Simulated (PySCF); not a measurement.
# TiN2: singlet, from a bent start

Where does singlet TiN2 go from a bent start, is the end point a minimum, and what are its modes, charges and moments?

Program: PySCF 2.14.0. Level of theory: PBE0, basis Ti def2-TZVP, N def2-TZVP, no relativity, density fitting. These are calculated values, not measurements.

**1. Starting geometry**

3 atoms, charge 0, spin multiplicity 1.

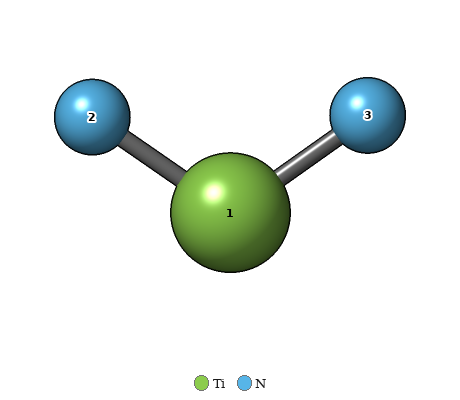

The starting geometry (titanium green, nitrogen blue); atoms are numbered from 1 in the order of the file.

Coordinates in bohr (charge 0 multiplicity 1):
```
Ti    0.0000    0.0000    0.0000
N     2.7399    0.0000    1.9184
N    -2.7399    0.0000    1.9184
```

**2. First SCF at the start**

One driver script runs all steps and calls PySCF; scf.py shows how it sets up the SCF of each step. The optimiser is the driver's own. After this first run the driver tries any further starts and a stability analysis.

scf.py reads:

```python
from pyscf import gto, scf, dft
mol = gto.M(atom='''
Ti     0.000000     0.000000     0.000000
N      1.449900     0.000000     1.015200
N     -1.449900     0.000000     1.015200''',
    basis={'Ti': 'def2-TZVP', 'N': 'def2-TZVP'},
    charge=0, spin=0)
mf = dft.RKS(mol, xc='PBE0')
mf.grids.atom_grid = (50, 194)
aux = {'Ti': 'def2-universal-JKFIT', 'N': 'def2-universal-JKFIT'}
mf = mf.density_fit(auxbasis=aux)
mf.conv_tol = 1e-08
mf.diis_space = 10
mf.max_cycle = 60
mf.init_guess = 'minao'
mf.verbose = 4
mf.kernel()
```

Command:

```
$ OMP_NUM_THREADS=2 python axn.py task.json out
```

What it wrote:

```text
init E= -958.197064631091
  HOMO = -0.315791063896142  LUMO = -0.277300179559717  gap/eV = 1.04739
cycle= 1 E= -958.32946861523  delta_E= -0.132  |g|= 0.743  |ddm|= 2.31
  HOMO = -0.251781225171101  LUMO = -0.174227130975911  gap/eV = 2.11035
cycle= 2 E= -951.592453825993  delta_E= 6.74  |g|= 6.58  |ddm|= 2.27
  HOMO = -0.198566365573459  LUMO = -0.105652446119564  gap/eV = 2.52832
cycle= 3 E= -958.261065380462  delta_E= -6.67  |g|= 1.03  |ddm|= 1.74
  HOMO = -0.25189862043318  LUMO = -0.14956231128604  gap/eV = 2.78471
cycle= 4 E= -958.456047888251  delta_E= -0.195  |g|= 0.212  |ddm|= 0.365
  HOMO = -0.249781202730201  LUMO = -0.1480051036738  gap/eV = 2.76947
cycle= 5 E= -958.463961854  delta_E= -0.00791  |g|= 0.0424  |ddm|= 0.0786
  HOMO = -0.255505389763755  LUMO = -0.153586434215185  gap/eV = 2.77336
cycle= 6 E= -958.464373083031  delta_E= -0.000411  |g|= 0.00463  |ddm|= 0.0302
  HOMO = -0.255610600813405  LUMO = -0.15355520604173  gap/eV = 2.77707
cycle= 7 E= -958.464379266611  delta_E= -6.18e-06  |g|= 0.000834  |ddm|= 0.00428
  HOMO = -0.255627772969531  LUMO = -0.153554487919518  gap/eV = 2.77756
cycle= 8 E= -958.464379906061  delta_E= -6.39e-07  |g|= 0.000349  |ddm|= 0.00182
  HOMO = -0.255605531657371  LUMO = -0.153514567490522  gap/eV = 2.77804
cycle= 9 E= -958.464380081635  delta_E= -1.76e-07  |g|= 0.000132  |ddm|= 0.00123
  HOMO = -0.25560414243699  LUMO = -0.153511612171485  gap/eV = 2.77808
cycle= 10 E= -958.464380097387  delta_E= -1.58e-08  |g|= 4.39e-05  |ddm|= 0.000341
  HOMO = -0.255606929696267  LUMO = -0.153513715122809  gap/eV = 2.77810
cycle= 11 E= -958.464380099134  delta_E= -1.75e-09  |g|= 1.69e-05  |ddm|= 0.000107
  HOMO = -0.2556104703661  LUMO = -0.153517800232063  gap/eV = 2.77808
Extra cycle  E= -958.464380098814  delta_E= 3.2e-10  |g|= 5.61e-05  |ddm|= 4.41e-05
converged SCF energy = -958.464380098814
```

This step, with its further starts and checks, took 6.7 s on 2 threads of Arm Neoverse V2, shared host.

Energies from each starting density:

| start | energy (Eh) |
| --- | --- |
| the minimal-basis guess | -958.464380 |
| a thermally smeared density | -958.464380 |
| a smeared PBE density | -958.464380 |

The test of internal stability and the other starts found no lower closed-shell solution.

**3. Relaxation: bent start, singlet**

The program finds C2v symmetry in the start, which this walk keeps. Threshold on the gradient: 0.0003 Eh/bohr, with a further test on the energy change.

Edit scf.py of step 2 so:

```diff
@@ -3,3 +3,3 @@
-Ti     0.000000     0.000000     0.000000
-N      1.449900     0.000000     1.015200
-N     -1.449900     0.000000     1.015200''',
+Ti     0.000000     0.000000    -0.374329
+N      1.449900     0.000000     0.640871
+N     -1.449900     0.000000     0.640871''',
@@ -15 +14,0 @@
-mf.init_guess = 'minao'
```

Energy and gradient, step by step:

| step | energy (Eh) | change (kJ/mol) | largest symmetric gradient (Eh/bohr) |
| --- | --- | --- | --- |
| 0 | -958.464380 | 0.00 | 0.05863 |
| 1 | -958.480047 | -41.13 | 0.02248 |
| 2 | -958.490591 | -68.82 | 0.04370 |
| 3 | -958.510385 | -120.79 | 0.03351 |
| 4 | -958.536064 | -188.20 | 0.04627 |
| 5 | -958.561865 | -255.95 | 0.02690 |
| 6 | -958.564365 | -262.51 | 0.03916 |
| 7 | -958.565819 | -266.33 | 0.01097 |
| 8 | -958.566163 | -267.23 | 0.00265 |
| 9 | -958.566190 | -267.30 | 0.00078 |
| 10 | -958.566191 | -267.30 | 0.00006 |

The walk took 14 s.

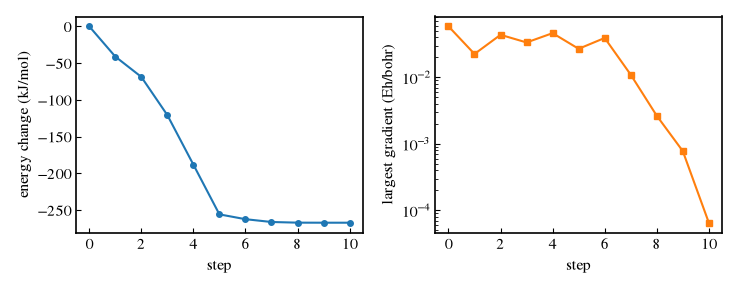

Energy and largest gradient along the walk.

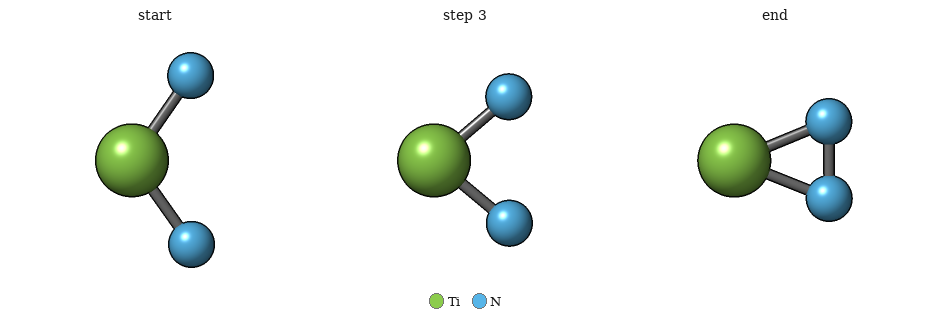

The geometry along the walk, at one scale.

It settles in C2v symmetry, 267.3 kJ/mol below the start, after 10 steps: N–N 1.320 Å, Ti–N 1.755 Å (×2); N–N–Ti 67.9° (×2), N–Ti–N 44.2°.

**4. Is it a minimum? Harmonic modes**

The point is checked on the finer grid, and tightened if its gradient asks for it. The Hessian and the dipole derivatives come from central differences of analytic gradients, with steps of 0.02 bohr.

Edit scf.py of step 3 so:

```diff
@@ -3,3 +3,3 @@
-Ti     0.000000     0.000000    -0.374329
-N      1.449900     0.000000     0.640871
-N     -1.449900     0.000000     0.640871''',
+Ti     0.000000     0.000000    -0.599599
+N      0.660160     0.000000     1.026495
+N     -0.660160     0.000000     1.026495''',
@@ -9 +9 @@
-mf.grids.atom_grid = (50, 194)
+mf.grids.atom_grid = (75, 302)
@@ -12 +12 @@
-mf.conv_tol = 1e-08
+mf.conv_tol = 1e-10
```

This SCF starts from the last density.

Log of the central SCF (cycles and frontier levels):

```text
init E= -958.566177148766
  HOMO = -0.147765228215135  LUMO = -0.0832951243621523  gap/eV = 1.75432
cycle= 1 E= -958.566177148409  delta_E= 3.57e-10  |g|= 4.42e-05  |ddm|= 2.63e-05
  HOMO = -0.147761188118103  LUMO = -0.0832913132134934  gap/eV = 1.75431
cycle= 2 E= -958.566177140646  delta_E= 7.76e-09  |g|= 0.000203  |ddm|= 0.000115
  HOMO = -0.147764910318621  LUMO = -0.0832947183778217  gap/eV = 1.75432
cycle= 3 E= -958.566177148688  delta_E= -8.04e-09  |g|= 2.3e-05  |ddm|= 9.84e-05
  HOMO = -0.14776464844568  LUMO = -0.0832945111034391  gap/eV = 1.75432
cycle= 4 E= -958.566177148797  delta_E= -1.09e-10  |g|= 1.99e-07  |ddm|= 1.12e-05
  HOMO = -0.147764620749001  LUMO = -0.0832945044992215  gap/eV = 1.75432
cycle= 5 E= -958.566177148791  delta_E= 5.91e-12  |g|= 7.15e-08  |ddm|= 1.52e-07
  HOMO = -0.147764615609844  LUMO = -0.0832944979627186  gap/eV = 1.75432
Extra cycle  E= -958.566177148805  delta_E= -1.36e-11  |g|= 3.15e-07  |ddm|= 1.84e-07
converged SCF energy = -958.566177148805
```

The whole step took 19 s.

Geometry: C2v; N–N 1.320 Å, Ti–N 1.755 Å (×2); N–N–Ti 67.9° (×2), N–Ti–N 44.2°.

Modes, for the most abundant isotopes:

| symmetry | ω (cm⁻¹) | IR (km/mol) |
| --- | --- | --- |
| a1 | 501 | 3.2 |
| b2 | 617 | 22.1 |
| a1 | 1279 | 116 |

Every mode is real; the point is a minimum.

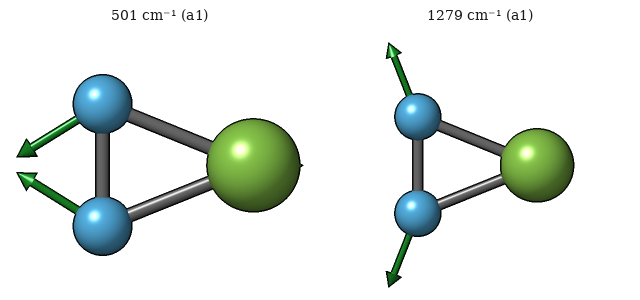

How the atoms move in 2 of the modes.

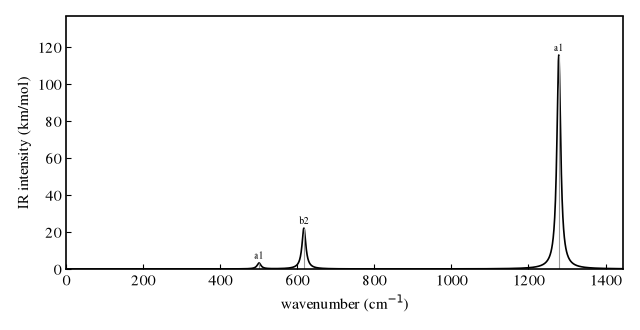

The harmonic infrared spectrum (widths in cm⁻¹). Lines are broadened to a width of 12 cm⁻¹ (Lorentzian).

Constants and moments:

```yaml
Dipole_moment: 7.64 D
Highest_occupied_level: -4.02 eV
Lowest_empty_level: -2.27 eV
Rotational_constants: 1.381, 0.3606, 0.2859 cm⁻¹
Zero-point_energy: 14.3 kJ/mol
Principal_polarisabilities: 26.9, 42.7, 48.4 bohr³
Atomisation_energy_without_zero-point_energy: 880 kJ/mol
Principal_traceless_quadrupole_moments_about_the_centre_of_mass: -4.82, 1.98, 2.84 D Å
Entropy_at_298.15_K_and_1_bar: 253.6 J/(mol K)
Heat_capacity_Cp_at_298.15_K: 43.3 J/(mol K)
Enthalpy_at_298.15_K_above_0_K: 10.93 kJ/mol
Rotational_symmetry_number: 2
```

Charges (e) and bond orders:

| atom | Mulliken | Löwdin | polar tensor | Mayer order to Ti1 |
| --- | --- | --- | --- | --- |
| Ti1 | 0.71 | 0.39 | 0.82 | – |
| N2,3 | -0.35 | -0.20 | -0.41 | 1.71 |

Outer orbital energies (eV). occupied: -38.66, -24.81, -14.68, -9.52, -8.99, -8.92, -5.05, -4.02; empty: -2.27, -0.46, -0.42, 0.27.

Mulliken populations on Ti1: s 6.21, p 12.10, d 2.97, f 0.02.

**5. A spin-polarised start**

A stability analysis found the closed shell of the lowest minimum unstable towards spin polarisation, so the unrestricted solution is followed.

The program finds C2v symmetry in the start, which may break.

Edit scf.py of step 4 so:

```diff
@@ -3,3 +3,3 @@
-Ti     0.000000     0.000000    -0.599599
-N      0.660160     0.000000     1.026495
-N     -0.660160     0.000000     1.026495''',
+Ti     0.000000     0.000000    -0.599581
+N      0.660160     0.000000     1.026513
+N     -0.660160     0.000000     1.026513''',
@@ -8,2 +8,2 @@
-mf = dft.RKS(mol, xc='PBE0')
-mf.grids.atom_grid = (75, 302)
+mf = dft.UKS(mol, xc='PBE0')
+mf.grids.atom_grid = (50, 194)
@@ -12 +12 @@
-mf.conv_tol = 1e-10
+mf.conv_tol = 1e-08
```

Energy and gradient, step by step:

| step | energy (Eh) | change (kJ/mol) | largest gradient (Eh/bohr) |
| --- | --- | --- | --- |
| 0 | -958.576120 | 0.00 | 0.05127 |
| 1 | -958.583777 | -20.10 | 0.05172 |
| 2 | -958.589773 | -35.85 | 0.04001 |
| 3 | -958.591519 | -40.43 | 0.00770 |
| 4 | -958.591679 | -40.85 | 0.00087 |
| 5 | -958.591681 | -40.85 | 0.00004 |

The walk took 17 s.

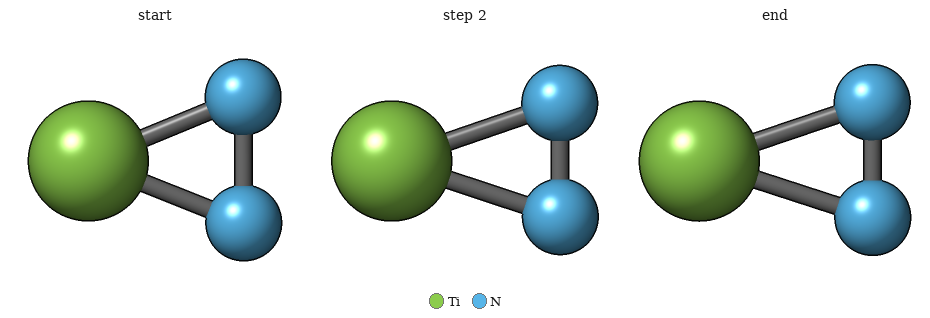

The geometry along the walk, at one scale.

It settles in C2v symmetry, 40.9 kJ/mol below the start, after 5 steps: N–N 1.206 Å, Ti–N 1.913 Å (×2); N–N–Ti 71.6° (×2), N–Ti–N 36.7°.

**6. Is it a minimum? Harmonic modes**

As before: finer grid, then central differences.

Edit scf.py of step 5 so:

```diff
@@ -3,3 +3,3 @@
-Ti     0.000000     0.000000    -0.599581
-N      0.660160     0.000000     1.026513
-N     -0.660160     0.000000     1.026513''',
+Ti    -0.000000    -0.000000    -0.669451
+N      0.602868     0.000000     1.146135
+N     -0.602868    -0.000000     1.146135''',
@@ -9 +9 @@
-mf.grids.atom_grid = (50, 194)
+mf.grids.atom_grid = (75, 302)
@@ -12 +12 @@
-mf.conv_tol = 1e-08
+mf.conv_tol = 1e-10
```

SCF at the final geometry:

```text
init E= -958.591704434041
[... the frontier-level lines of each cycle are left out ...]
cycle= 1 E= -958.591704433959  delta_E= 8.21e-11  |g|= 1.78e-05  |ddm|= 1.86e-05
cycle= 2 E= -958.591704432394  delta_E= 1.56e-09  |g|= 6.24e-05  |ddm|= 5.41e-05
cycle= 3 E= -958.591704434116  delta_E= -1.72e-09  |g|= 1.7e-06  |ddm|= 4.24e-05
cycle= 4 E= -958.591704434133  delta_E= -1.68e-11  |g|= 1.56e-06  |ddm|= 5.77e-06
Extra cycle  E= -958.591704434148  delta_E= -1.55e-11  |g|= 1.63e-06  |ddm|= 7.76e-06
converged SCF energy = -958.591704434148  <S^2> = 1.0025727  2S+1 = 2.2383679
```

The whole step took 37 s on 2 threads of Arm Neoverse V2, shared host.

Geometry: C2v; N–N 1.206 Å, Ti–N 1.913 Å (×2); N–N–Ti 71.6° (×2), N–Ti–N 36.7°.

Harmonic modes (main isotopes):

| symmetry | ω (cm⁻¹) | IR (km/mol) | μ (u) |
| --- | --- | --- | --- |
| a1 | 503 | 14.5 | 18.81 |
| b2 | 559 | 19.6 | 14.57 |
| a1 | 1683 | 282 | 14.08 |

All wavenumbers are real: a minimum.

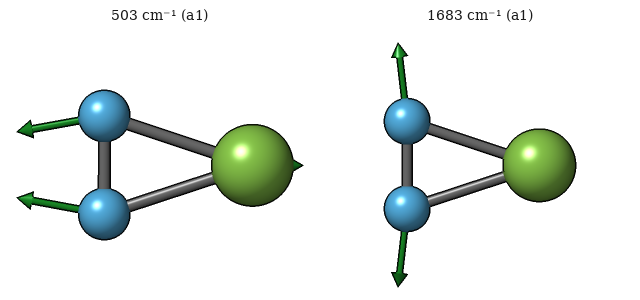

How the atoms move in 2 of the modes.

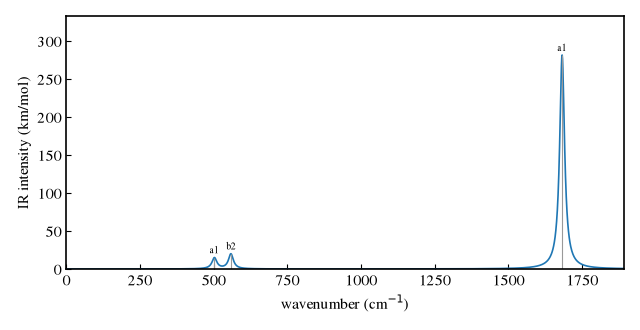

The harmonic infrared spectrum (widths in cm⁻¹). Lines are broadened to a width of 20 cm⁻¹ (Lorentzian).

Properties at this point:

* Dipole moment: 3.78 D
* Highest occupied level: -4.67 eV
* Lowest empty level: -2.33 eV
* Rotational constants: 1.656, 0.2893, 0.2463 cm⁻¹
* Zero-point energy: 16.4 kJ/mol
* Principal polarisabilities: 54.6, 81.7, 117.4 bohr³
* Atomisation energy without zero-point energy: 947 kJ/mol
* Principal traceless quadrupole moments about the centre of mass: -1.36, 0.28, 1.08 D Å
* Entropy at 298.15 K and 1 bar: 254.7 J/(mol K)
* Heat capacity Cp at 298.15 K: 43.3 J/(mol K)
* Enthalpy at 298.15 K above 0 K: 10.99 kJ/mol
* Rotational symmetry number: 2
* Spin squared ⟨S²⟩: 1.003

Populations by atom (charges in e):

| atom | Mulliken | Löwdin | polar tensor | spin (Mulliken) | Mayer order to Ti1 |
| --- | --- | --- | --- | --- | --- |
| Ti1 | 0.50 | 0.24 | 0.28 | -0.02 | – |
| N2,3 | -0.25 | -0.12 | -0.14 | 0.01 | 1.09 |

Mulliken populations on Ti1: s 6.70, p 12.24, d 2.54, f 0.01.

**7. The points found, side by side**

| spin | group | bonds | imaginary modes (cm⁻¹) | ΔE (kJ/mol) | with zero-point energy |
| --- | --- | --- | --- | --- | --- |
| broken-symmetry (Ms = 0) | C2v | N–N 1.206 Å, Ti–N 1.913 Å (×2) | none | 0.0 | 0.0 |
| singlet | C2v | N–N 1.320 Å, Ti–N 1.755 Å (×2) | none | 67.0 | 64.9 |

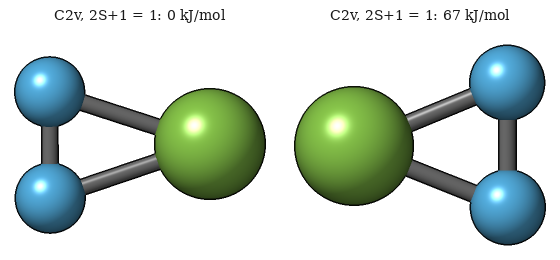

The points, lowest first (titanium green, nitrogen blue).

**8. Summary of results**

```
                                          quantity                                                            value
                                           minimum                                    broken-symmetry (Ms = 0), C2v
                                          geometry  N–N 1.206 Å, Ti–N 1.913 Å (×2); N–N–Ti 71.6° (×2), N–Ti–N 36.7°
                                wavenumbers (cm⁻¹)                                    503 (a1), 559 (b2), 1683 (a1)
                                     dipole moment                                                           3.78 D
highest occupied, lowest empty level (either spin)                                                  -4.67, -2.33 eV
                        polar-tensor charge of Ti1                                                          +0.28 e
                                 zero-point energy                                                      16.4 kJ/mol
                               entropy at 298.15 K                                                  254.7 J/(mol K)
         atomisation energy (no zero-point energy)                                                       947 kJ/mol
                                              ⟨S²⟩                                                            1.003
```

What this shows: The bent start keeps its C2v symmetry and ends in a minimum. The determinant is spin-contaminated (⟨S²⟩ = 1.00 against 0.00), so it is no pure spin state. In the infrared the band at 1683 cm⁻¹ (a1) leads. Only this shape and spin were tried, so other structures or states may lie lower.

The search up to here took 98 s.
